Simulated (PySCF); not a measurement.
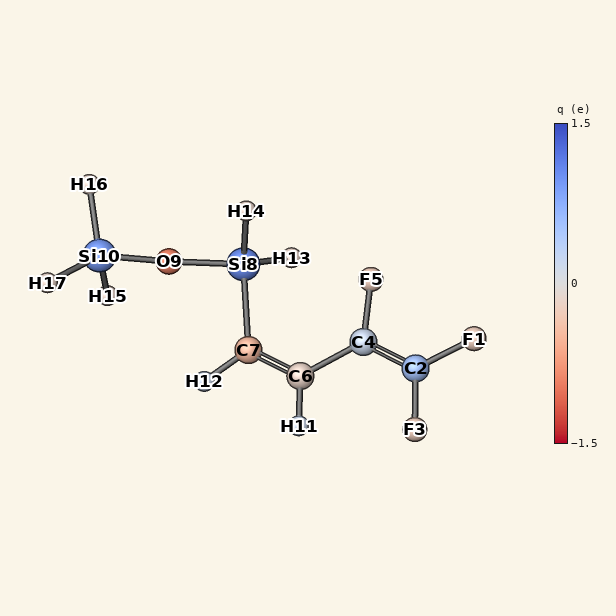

Atoms are coloured by their IAO charges. The computed structure is the end point of a GFN2-xTB optimisation. No frequency run is at hand to confirm it as a minimum. Level of theory: PBE0/pcSseg-1, gas phase (PySCF 2.14.0).

Which atom carries the highest charge (most positive or least negative)?

Answer. Si8 (1.02 e).

And the lowest?

Answer. O9 (−0.90 e).

List the IAO charges.

```tsv
atom	value (e)
F1	−0.22
C2	0.52
F3	−0.24
C4	0.18
F5	−0.25
C6	−0.15
C7	−0.45
Si8	1.02
O9	−0.90
Si10	0.89
H11	0.17
H12	0.17
H13	−0.15
H14	−0.15
H15	−0.15
H16	−0.15
H17	−0.15
```

The geometry is semi-empirical. Around Si such bond lengths and angles can be off by a tenth of an ångström or more and by several degrees, and values that hang on the shape move with them.
